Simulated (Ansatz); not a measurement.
## Sensitivity of the G0W0 gap of GaCuCCl4O (P-1)

Aim: change settings of a G0W0 run on GaCuCCl4O (P-1) and see what moves.

Method: G0W0 on PBE, plane waves, PAW; PAW set soft_1, in Ansatz 0.2.0.

In doubt: one-shot GW on d or f shells is unsure, so the values of those runs are not to be relied on.

## (1) Set-up

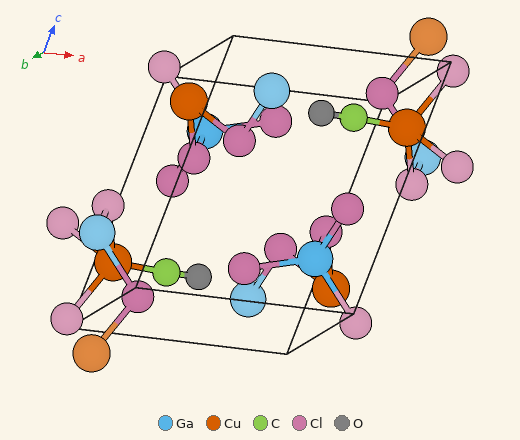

The cell as given, from a free direction (gallium blue, copper orange, carbon green, chlorine pink, oxygen grey). Some periodic images of atoms are drawn too.

Geometry: measured cell, ions relaxed with PBE. The runs that relaxed it are not among those shown.

## (2) The base run: 2×2×2 mesh, 887 empty bands, screening to 100 eV, PAW set soft_1 files

Now the one-shot GW correction: screening in the RPA, then the self-energy of the levels asked for. This step takes PAW set soft_1 files.

File input.yaml:

```yaml
crystal:
  lattice:
    - [6.8769, 0.0, 0.0]
    - [0.522228115, 6.9960358808, 0.0]
    - [3.0741926905, 1.1449101349, 8.1219214749]
  atoms:
    - { symbol: Ga, position: [0.2081665666, 0.7574132111, 0.7643240985] }
    - { symbol: Ga, position: [0.7918334334, 0.2425867889, 0.2356759015] }
    - { symbol: Cu, position: [0.022745104, 0.7338024064, 0.2203571138] }
    - { symbol: Cu, position: [0.977254896, 0.2661975936, 0.7796428862] }
    - { symbol: C, position: [0.2827240723, 0.7757339647, 0.2143510568] }
    - { symbol: C, position: [0.7172759277, 0.2242660353, 0.7856489432] }
    - { symbol: Cl, position: [0.9210642142, 0.756937292, 0.9889027727] }
    - { symbol: Cl, position: [0.0789357858, 0.243062708, 0.0110972273] }
    - { symbol: Cl, position: [0.7852164132, 0.9565929156, 0.3873724251] }
    - { symbol: Cl, position: [0.2147835868, 0.0434070844, 0.6126275749] }
    - { symbol: Cl, position: [0.8424017929, 0.4560128272, 0.3819958627] }
    - { symbol: Cl, position: [0.1575982071, 0.5439871728, 0.6180041373] }
    - { symbol: Cl, position: [0.4876463372, 0.6931938752, 0.8219630673] }
    - { symbol: Cl, position: [0.5123536628, 0.3068061248, 0.1780369327] }
    - { symbol: O, position: [0.4396928157, 0.8115366937, 0.2184202269] }
    - { symbol: O, position: [0.5603071843, 0.1884633063, 0.7815797731] }
kpoints:
  mp_grid: { grid: [2, 2, 2] }
hamiltonian:
  xc: pbe
  pseudopotentials: { kind: paw, azcp: { folder: soft_1 } }
scf:
  occupations: { method: fixed }
gw:
  n_empty_bands: 887
  ecut_chi: 100.0
  qp_bands: [v4, c4]
  qp_kpoints: band_edges
  screening: { model: contour_deformation }
```

The run is started by

```console
> ansatz run input.yaml --threads 2 --pin off --max-ram 73728MiB --backend cuda --events-out ev --progress --plain --runs-dir out --devices 1 --max-vram 13GiB
```

Numbers of over 12 decimals in the logs are rounded to 6 here.

The log of the run:

```text
GPUs: using 1 of 1 available (devices: 1).
Engine: ansatz 0.2.0, x86_64-unknown-linux-gnu
Pseudopotentials: kind: paw
Pseudopotential: Ga, paw, valence charge 13, recommended cutoff 420 eV (normal), soft_1/Ga.paw.azcp
Pseudopotential: Cu, paw, valence charge 19, recommended cutoff 420 eV (normal), soft_1/Cu.paw.azcp
Pseudopotential: C, paw, valence charge 4, recommended cutoff 420 eV (normal), soft_1/C.paw.azcp
Pseudopotential: Cl, paw, valence charge 7, recommended cutoff 420 eV (normal), soft_1/Cl.paw.azcp
Pseudopotential: O, paw, valence charge 6, recommended cutoff 420 eV (normal), soft_1/O.paw.azcp
Functional definition: PBE
  parameter kappa = 0.804
  parameter beta = 0.066725
  exchange = pbe_x(kappa = kappa, mu = beta*pi^2/3)
  correlation = pbe_c(beta = beta)
device memory: the entry about to start is reckoned to put 3.4 GiB on a device that reports 61.9 GiB free (of which the cap on the GPU budget leaves the run 13.0 GiB)
GPU FFT provider: cuFFT
GPU libraries: cuBLAS 13.8.2, cuFFT 12.4.0, cuSOLVER 12.3.4
Crystal: 16 atoms, lattice volume = 390.754 Å³
Basis set: ecut = 420 eV, 7629 PW (Γ)
Bands: 86, of which v1, the nominal top of the filled ones, is band 70 counted from 1 (69 counted from 0)
Symmetry: 2 space group operations
Space group: P-1 (ITA 2), of the structure as read, at distance tolerance 7.3e-5 Å
k-points: 8
Non-local potential: Ga, projectors of the file, l = 0: 2, l = 1: 2, l = 2: 3, l = 3: 1
Non-local potential: Cu, projectors of the file, l = 0: 3, l = 1: 2, l = 2: 3, l = 3: 1
Non-local potential: C, projectors of the file, l = 0: 2, l = 1: 2, l = 2: 1
Non-local potential: Cl, projectors of the file, l = 0: 2, l = 1: 2, l = 2: 1
Non-local potential: O, projectors of the file, l = 0: 2, l = 1: 2, l = 2: 1
PAW form: soft (Blöchl's): semilocal exchange-correlation on the pseudo side does not see the compensation charge
PAW one-centre angular grid: Ga, 590 points (default); XC on 64 Gauss nodes
PAW one-centre angular grid: Cu, 590 points (default); XC on 64 Gauss nodes
PAW one-centre angular grid: C, 110 points (default); XC on 64 Gauss nodes
PAW one-centre angular grid: Cl, 110 points (default); XC on 64 Gauss nodes
PAW one-centre angular grid: O, 110 points (default); XC on 64 Gauss nodes
Initial density: superposition of atomic densities (chi_scale 0.1, normalization cell, long waves kept (reshape's long-wave potential 0.29 eV rms))
Initial wavefunctions: pseudopotential atomic-orbital guess
GPU buffer pool allocated for 138240 grid points (all kernels)
GPU transforms: local potential and band sums: pruned to the plane-wave sphere, on 45×48×60
Functional: x = pbe(κ = 0.804, μ = 0.219515), c = pbe(β = 0.066725)
[...]
NSCF: frozen V_eff on 8 k-points
[...]
device memory: the entry about to start is reckoned to put 6.5 GiB on a device that reports 58.5 GiB free (of which the cap on the GPU budget leaves the run 13.0 GiB)
NSCF: frozen V_eff on 8 k-points
G₀W₀ screening: q 1/8
[... further progress lines ...]
SCF converged after 15 iterations
Free energy (F): -31098.115221 eV
Harris-Foulkes:  -31098.115221 eV  (|F-HF|=2.47e-9)
Internal energy: -31098.115221 eV  (E = F + TS)
E sigma→0 (E₀):  -31098.115221 eV
Fermi energy:    1.715285 eV
--- Per-component energies (eV) ---
  E_band       = -1882.599356
  E_kinetic    = 2454.239621
  E_local      = -22934.199545  (includes V_loc(G=0)·N_el)
  E_nonlocal   = 2019.950169
  E_hartree    = 10263.537444
  E_xc         = -1346.300348
  E_vxc        = -1499.790506  (∫ρ·V_xc dr)
  E_paw        = -13427.549843  (= ΣΔE_a)
  E_vpaw       = -2449.876692  (= ΣTr[D̂ρ^β])
  E_aug_tail   = 0.003982  (compensation charges beyond the density's cutoff)
  E_ewald      = -8127.796701
  E_smearing   = -0.000000  (= −TS)
  E_closure    = 0.000000  (closes the sum)
  Σ components = -31098.115221   (vs F -31098.115221, Δ=0.00e0)
--- Band table (eV; the first three rows and the last of 8) ---
  k-point 0: bands = [... 66 lower, 1.4394, 1.4899, 1.5833, 1.6996, 4.8663, 5.2353, 5.4496, 5.4934, ... 12 higher]
  k-point 1: bands = [... 66 lower, 1.4380, 1.5511, 1.6046, 1.6527, 5.0000, 5.1889, 5.4187, 5.4835, ... 12 higher]
  k-point 2: bands = [... 66 lower, 1.3705, 1.3882, 1.6383, 1.7153, 5.2995, 5.3414, 5.4778, 5.5543, ... 12 higher]
  k-point 7: bands = [... 66 lower, 1.3506, 1.4294, 1.6173, 1.6733, 5.3859, 5.4080, 5.4275, 5.5228, ... 12 higher]
--- G₀W₀: contour deformation, 6 samples at zero and on the imaginary axis and 1 off it, 8 q-points, 887 empty bands' worth ---
  eigenvalues of the whole cell's RPA ε∞ on this k-mesh (on a slab, of 1 + 4πα/V) = 2.5857, 2.7214, 2.8889; static W/v taken at q = 0 is 0.364433
  gw.qp_kpoints: band_edges: 8 of 8 stored k-points solved, in 1 pass; an edge of the gap read off the rows below is read off those points alone
    ik  band        ε_KS         Σx   Σc(E_QP)       V_xc       Z   E_QP_lin       E_QP  E_QP is
     0    67      1.4394   -39.8775     6.9682   -31.7616  0.7062     0.2568     0.2916  root
     0    68      1.4899   -40.2567     7.0849   -32.0267  0.7051     0.3098     0.3449  root
     0    69      1.5833   -39.5760     6.7989   -31.6376  0.7095     0.4108     0.4438  root
     0    70      1.6996   -38.6654     6.5767   -30.9384  0.7145     0.5167     0.5493  root
     0    71      4.8663   -10.7475    -3.4220   -15.4157  0.8102     6.1308     6.1125  root
     0    72      5.2353   -11.6789    -3.4672   -16.6833  0.7905     6.8109     6.7725  root
     0    73      5.4496   -11.6470    -3.6588   -17.0830  0.7700     7.2984     7.2268  root
     0    74      5.4934   -11.9792    -3.6723   -17.4626  0.7664     7.3841     7.3045  root
[...]
7    71      5.3859   -11.9643    -3.5975   -17.2826  0.7745     7.1688     7.1067  root
     7    72      5.4080   -11.7726    -3.5614   -17.0512  0.7758     7.1868     7.1252  root
     7    73      5.4275   -11.7639    -3.5739   -17.0875  0.7720     7.2448     7.1772  root
     7    74      5.5228   -12.2373    -3.6232   -17.6220  0.7701     7.3518     7.2842  root
```

The job ended after 53 s (1 × NVIDIA H100 80GB HBM3 (shared by 6 runs) with 2 threads of AMD EPYC 7R13 (Zen 3), shared host; peak memory 3.2 GiB).

This step gave:

* bands summed: 957
* RPA ε∞ on this mesh (eigenvalues): 2.586, 2.721, 2.889
* plane waves in the screening matrix: 893
* q-points in the mesh: 8
* G0W0 gap on the mesh: 5.545 eV
* k of the valence top: 0, -0.5, 0
* k of the conduction bottom: 0, 0, 0
* starting gap on the mesh: 3.151 eV
* Z at the valence top: 0.7140
* Z at the conduction bottom: 0.8102
* least direct G0W0 gap on the computed points: 5.563 eV

The gap on the mesh goes from 3.15 eV to 5.55 eV, a correction of +2.39 eV. Between the two edge states, bare exchange in place of the xc potential would open the gap by 12.44 eV, and correlation takes back 10.04 eV.

## (3) Variant: wavefunction cutoff

input.yaml: that of step 2 with these lines changed.

```diff
@@ -31,3 +31,3 @@
   n_empty_bands: 887
-  ecut_chi: 100.0
+  ecut_chi: 100
   qp_bands: [v4, c4]
@@ -35 +35,3 @@
   screening: { model: contour_deformation }
+basis:
+  ecutwfc: 600
```

The log of the run:

```text
GPUs: using 1 of 1 available (devices: 1).
[...]
GPU FFT provider: cuFFT
GPU libraries: cuBLAS 13.8.2, cuFFT 12.4.0, cuSOLVER 12.3.4
Crystal: 16 atoms, lattice volume = 390.754 Å³
Basis set: ecut = 600 eV, 13013 PW (Γ)
Bands: 86, of which v1, the nominal top of the filled ones, is band 70 counted from 1 (69 counted from 0)
[... 1 set-up line as in the run before ...]
[...]
k-points: 8
[...]
GPU buffer pool allocated for 259200 grid points (all kernels)
[...]
SCF iter   1: F=—  HF=-31109.465098 eV  |F-HF|=—  |Δ(HF+E_count)|=         —  Δρ=1.04e-1  dr2=4.35e1  ethr=3.10e-3  ⟨swp⟩=5.0  Hψ=2670  notcnv=0  defer=80
[...]
SCF iter  15: F=-31098.142641 eV  HF=-31098.142641 eV  |F-HF|=2.78e-9  |Δ(HF+E_count)|=   1.84e-9  Δρ=1.91e-6  dr2=1.22e-8  ethr=7.14e-11  ⟨swp⟩=15.1  Hψ=3221  notcnv=0
SCF 1 converged in 15 iterations: F = -31098.142641 eV  dr2 = 1.22e-8
[...]
NSCF: frozen V_eff on 8 k-points
[...]
G₀W₀ screening: q 1/8
[... further progress lines ...]
SCF converged after 15 iterations
Free energy (F): -31098.142641 eV
[...]
Internal energy: -31098.142641 eV  (E = F + TS)
E sigma→0 (E₀):  -31098.142641 eV
Fermi energy:    1.713060 eV
[...]
--- Band table (eV; the first three rows and the last of 8) ---
  k-point 0: bands = [... 66 lower, 1.4368, 1.4876, 1.5808, 1.6974, 4.8664, 5.2348, 5.4485, 5.4922, ... 12 higher]
  k-point 1: bands = [... 66 lower, 1.4354, 1.5487, 1.6022, 1.6505, 4.9998, 5.1890, 5.4176, 5.4823, ... 12 higher]
  k-point 2: bands = [... 66 lower, 1.3679, 1.3856, 1.6362, 1.7131, 5.2988, 5.3406, 5.4768, 5.5531, ... 12 higher]
  k-point 7: bands = [... 66 lower, 1.3480, 1.4269, 1.6151, 1.6711, 5.3849, 5.4070, 5.4264, 5.5216, ... 12 higher]
[...]
0    67      1.4368   -39.8667     6.9625   -31.7514  0.7064     0.2491     0.2841  root
     0    68      1.4876   -40.2540     7.0811   -32.0226  0.7053     0.3019     0.3373  root
     0    69      1.5808   -39.5615     6.7927   -31.6243  0.7097     0.4031     0.4364  root
     0    70      1.6974   -38.6584     6.5721   -30.9311  0.7147     0.5093     0.5422  root
     0    71      4.8664   -10.7459    -3.4221   -15.4142  0.8102     6.1308     6.1125  root
     0    72      5.2348   -11.6775    -3.4678   -16.6828  0.7904     6.8108     6.7724  root
     0    73      5.4485   -11.6441    -3.6602   -17.0813  0.7701     7.2969     7.2254  root
     0    74      5.4922   -11.9761    -3.6737   -17.4606  0.7665     7.3825     7.3030  root
[...]
7    71      5.3849   -11.9617    -3.5987   -17.2819  0.7744     7.1685     7.1063  root
     7    72      5.4070   -11.7705    -3.5627   -17.0498  0.7759     7.1850     7.1236  root
     7    73      5.4264   -11.7613    -3.5754   -17.0863  0.7721     7.2436     7.1760  root
     7    74      5.5216   -12.2354    -3.6244   -17.6213  0.7701     7.3507     7.2831  root
```

The job ended after 32 s (1 × NVIDIA H100 80GB HBM3 (shared by 6 runs) with 2 threads; peak memory 4 GiB).

The G0W0 gap on the mesh is 5.553 eV.

Against the base:

```tsv
setting	base	variant
typed cutoff	-	600
```

```tsv
quantity	variant	base
starting gap on the mesh	3.153	3.151
G0W0 gap on the mesh	5.553	5.545
least direct G0W0 gap on the computed points	5.570	5.563
Z at the valence top	0.714	0.714
Z at the conduction bottom	0.810	0.810
```

## (4) Variant: all filled levels at the zone centre

input.yaml: that of step 3 with these lines changed.

```diff
@@ -32,6 +32,4 @@
   ecut_chi: 100
-  qp_bands: [v4, c4]
-  qp_kpoints: band_edges
+  qp_bands: [lowest, c2]
+  qp_kpoints: [[0, 0, 0]]
   screening: { model: contour_deformation }
-basis:
-  ecutwfc: 600
```

The log of the run:

```text
GPUs: using 1 of 1 available (devices: 1).
[...]
GPU FFT provider: cuFFT
GPU libraries: cuBLAS 13.8.2, cuFFT 12.4.0, cuSOLVER 12.3.4
Crystal: 16 atoms, lattice volume = 390.754 Å³
Basis set: ecut = 420 eV, 7629 PW (Γ)
Bands: 86, of which v1, the nominal top of the filled ones, is band 70 counted from 1 (69 counted from 0)
[... 1 set-up line as in the run before ...]
[...]
k-points: 8
[...]
GPU buffer pool allocated for 138240 grid points (all kernels)
[...]
SCF iter   1: F=—  HF=-31109.338911 eV  |F-HF|=—  |Δ(HF+E_count)|=         —  Δρ=1.02e-1  dr2=4.30e1  ethr=3.10e-3  ⟨swp⟩=5.0  Hψ=2576  notcnv=0  defer=89
[...]
SCF iter  15: F=-31098.115221 eV  HF=-31098.115221 eV  |F-HF|=2.47e-9  |Δ(HF+E_count)|=   1.22e-8  Δρ=1.48e-6  dr2=7.76e-9  ethr=7.14e-11  ⟨swp⟩=14.1  Hψ=3131  notcnv=0
SCF 1 converged in 15 iterations: F = -31098.115221 eV  dr2 = 7.76e-9
[...]
G₀W₀ screening: q 1/8
[... further progress lines ...]
SCF converged after 15 iterations
Free energy (F): -31098.115221 eV
[...]
Internal energy: -31098.115221 eV  (E = F + TS)
E sigma→0 (E₀):  -31098.115221 eV
Fermi energy:    1.715285 eV
[...]
--- Band table (eV; the first three rows and the last of 8) ---
  k-point 0: bands = [... 66 lower, 1.4394, 1.4899, 1.5833, 1.6996, 4.8663, 5.2353, 5.4496, 5.4934, ... 12 higher]
  k-point 1: bands = [... 66 lower, 1.4380, 1.5511, 1.6046, 1.6527, 5.0000, 5.1889, 5.4187, 5.4835, ... 12 higher]
[...]
0     6    -66.4468   -68.6004    17.5092   -46.6791  0.6005   -71.9113   -70.8589  root ?
     0     7    -66.4148   -68.6218    17.5086   -46.6874  0.6016   -71.9096   -70.8405  root ?
     0     8    -66.4148   -68.6218    17.5086   -46.6874  0.6016   -71.9096   -70.8405  root ?
[...]
0    11    -13.4572   -32.9168     8.8284   -22.8334  0.6520   -14.7483   -14.7121  root
     0    12    -13.3957   -39.8510     9.1701   -28.7662  0.6751   -15.3936   -15.3104  root
     0    13    -13.3534   -38.4719     9.1258   -27.5844  0.6649   -15.1960   -15.1151  root
     0    14    -13.3061   -40.4460     9.2243   -29.2664  0.6699   -15.3539   -15.2612  root
[...]
0    17    -13.1734   -42.4580     9.2925   -30.9806  0.6657   -15.4324   -15.3584  root
     0    18    -13.0835   -31.7580     8.6957   -21.9363  0.6370   -14.2444   -14.2095  root
[...]
0    25    -11.9322   -42.6863     8.9578   -31.5391  0.6972   -14.2146   -14.1216  root
     0    26    -11.8851   -42.0808     8.9137   -31.0536  0.6932   -14.0801   -13.9986  root
     0    27    -11.6277   -39.1090     8.7837   -28.4939  0.6909   -13.5831   -13.4590  root ?
     0    28    -11.6097   -38.8963     8.7661   -28.3234  0.6907   -13.5385   -13.4166  root ?
[...]
0    33     -4.0765   -24.6992     4.7338   -18.3985  0.7932    -5.5072    -5.6434  root ?
[...]
0    38     -3.7292   -25.1956     4.6658   -19.0262  0.6766    -4.8982    -5.2328  root ?
[...]
0    69      1.5833   -39.5760     6.7989   -31.6376  0.7095     0.4108     0.4438  root
     0    70      1.6996   -38.6654     6.5767   -30.9384  0.7145     0.5167     0.5493  root
     0    71      4.8663   -10.7475    -3.4220   -15.4157  0.8102     6.1308     6.1125  root
     0    72      5.2353   -11.6789    -3.4672   -16.6833  0.7905     6.8109     6.7725  root
```

It took 40 s on 1 × NVIDIA H100 80GB HBM3 (shared by 6 runs) with 2 threads; peak memory 3.1 GiB; 63 s of CPU time.

Absolute levels on the run's own zero. QP, by row, the first 40 of 72 rows:

```tsv
k index	band	KS (eV)	Sigma_x (eV)	Sigma_c (eV)	Vxc (eV)	Z	QP linearised (eV)	QP (eV)	source	doubts
0	1	-109.1	-77.47	18.66	-49.15	0.621	-118.1	-118.8	root	energies_apart
0	2	-109.1	-77.47	18.66	-49.15	0.621	-118.1	-118.8	root	energies_apart
0	3	-66.71	-68.43	17.47	-46.61	0.6045	-72.09	-71.06	root	energies_apart,sigma_c_rises
0	4	-66.71	-68.43	17.47	-46.61	0.6045	-72.09	-71.06	root	energies_apart,sigma_c_rises
0	5	-66.45	-68.6	17.51	-46.68	0.6005	-71.91	-70.86	root	energies_apart,sigma_c_rises
0	6	-66.45	-68.6	17.51	-46.68	0.6005	-71.91	-70.86	root	energies_apart,sigma_c_rises
0	7	-66.41	-68.62	17.51	-46.69	0.6016	-71.91	-70.84	root	energies_apart,sigma_c_rises
0	8	-66.41	-68.62	17.51	-46.69	0.6016	-71.91	-70.84	root	energies_apart,sigma_c_rises
0	9	-21.21	-34.69	9.364	-22.68	0.5736	-23.49	-23.86	root	z_under_floor,energies_apart
0	10	-21.21	-34.7	9.364	-22.69	0.5737	-23.49	-23.85	root	z_under_floor,energies_apart
0	11	-13.46	-32.92	8.828	-22.83	0.652	-14.75	-14.71	root	
0	12	-13.4	-39.85	9.17	-28.77	0.6751	-15.39	-15.31	root	
0	13	-13.35	-38.47	9.126	-27.58	0.6649	-15.2	-15.12	root	
0	14	-13.31	-40.45	9.224	-29.27	0.6699	-15.35	-15.26	root	
0	15	-13.3	-42.23	9.287	-30.81	0.6769	-15.54	-15.43	root	energies_apart
0	16	-13.23	-41.61	9.24	-30.3	0.6764	-15.42	-15.31	root	energies_apart
0	17	-13.17	-42.46	9.293	-30.98	0.6657	-15.43	-15.36	root	
0	18	-13.08	-31.76	8.696	-21.94	0.637	-14.24	-14.21	root	
0	19	-12.58	-56.82	9.689	-43.42	0.743	-16.63	-16.29	root	energies_apart
0	20	-12.58	-56.82	9.689	-43.42	0.7431	-16.63	-16.29	root	energies_apart
0	21	-12.57	-56.83	9.69	-43.42	0.7429	-16.63	-16.29	root	energies_apart
0	22	-12.57	-56.84	9.691	-43.43	0.7429	-16.63	-16.29	root	energies_apart
0	23	-12.06	-44.58	9.061	-33.12	0.7065	-14.58	-14.46	root	energies_apart
0	24	-12.05	-44.67	9.053	-33.22	0.7053	-14.57	-14.45	root	energies_apart
0	25	-11.93	-42.69	8.958	-31.54	0.6972	-14.21	-14.12	root	
0	26	-11.89	-42.08	8.914	-31.05	0.6932	-14.08	-14	root	
0	27	-11.63	-39.11	8.784	-28.49	0.6909	-13.58	-13.46	root	energies_apart
0	28	-11.61	-38.9	8.766	-28.32	0.6907	-13.54	-13.42	root	energies_apart
0	29	-6.541	-26.96	6.144	-19.29	0.6704	-8.093	-8.068	root	
0	30	-6.526	-27.03	6.151	-19.35	0.6716	-8.081	-8.053	root	
0	31	-4.678	-20.71	3.809	-15.51	0.7434	-6.143	-6.067	root	
0	32	-4.528	-20.55	3.658	-15.54	0.7176	-5.912	-5.88	root	
0	33	-4.077	-24.7	4.734	-18.4	0.7932	-5.507	-5.643	root	energies_apart
0	34	-3.958	-23.86	4.269	-18.1	0.7162	-5.475	-5.454	root	
0	35	-3.922	-24.27	4.342	-18.44	0.7149	-5.396	-5.405	root	
0	36	-3.892	-23.85	4.225	-18.14	0.7094	-5.403	-5.371	root	
0	37	-3.834	-24.28	4.309	-18.49	0.7139	-5.296	-5.31	root	
0	38	-3.729	-25.2	4.666	-19.03	0.6766	-4.898	-5.233	root	energies_apart
0	39	-2.493	-21.44	3.601	-16.47	0.7349	-3.918	-3.86	root	
0	40	-2.233	-20.92	3.461	-16.03	0.7406	-3.719	-3.662	root
```

Against the base:

```tsv
setting	base	variant
levels asked	v4 to c4	lowest to c2
points asked	band edges	[[0, 0, 0]]
```

## (5) Results

- base: 5.55 eV, 53 s
- wavefunction cutoff: 5.55 eV, 32 s
- all filled levels at the zone centre: direct gap at the listed points 5.56 eV, 40 s

**Reading.** Wavefunction cutoff: the gap moves by +0.01 eV (the plane-wave cutoff goes from 420 to 600 eV). All filled levels at the zone centre: only the listed points were computed; the least direct gap there is 5.56 eV, with levels asked and points asked changed against the base. All runs here use a coarse mesh and modest cutoffs; they test settings and are not final values. The 2×2×2 mesh is coarse for this cell (its supercell is 14 Å along the shortest edge). The RPA ε∞ on it, from the PBE start, is 2.59, 2.72 and 2.89; such meshes misread the long-range screening, most where the gap is narrow. A d shell, filled or nearly so, lies near the gap. One-shot GW converges very slowly in bands there, not always from below, and on a semilocal start the gap tends to come out low; starts rich in exact exchange can overshoot instead. The many-body steps are scalar-relativistic: spin-orbit coupling is not in them.

[Paths, hosts, dates, memory and timing lines, banners, echoed tables and standing remarks are left out of the program output.]

[Logs are printed without paths, hosts, clocks, repeated set-up lines and the standing remarks that a program may print on its own settings, such as how far it seeks lower states.]

[Runs of the session that timed out or met a known fault of the program may be left out.]

[Cells called generated may have been cut or substituted from an entry of the Crystallography Open Database or the Materials Project.]

[Hosts, paths, dates, database ids (printed as entryN), source tags and the programs' standing remarks are cut or masked in the printed files.]
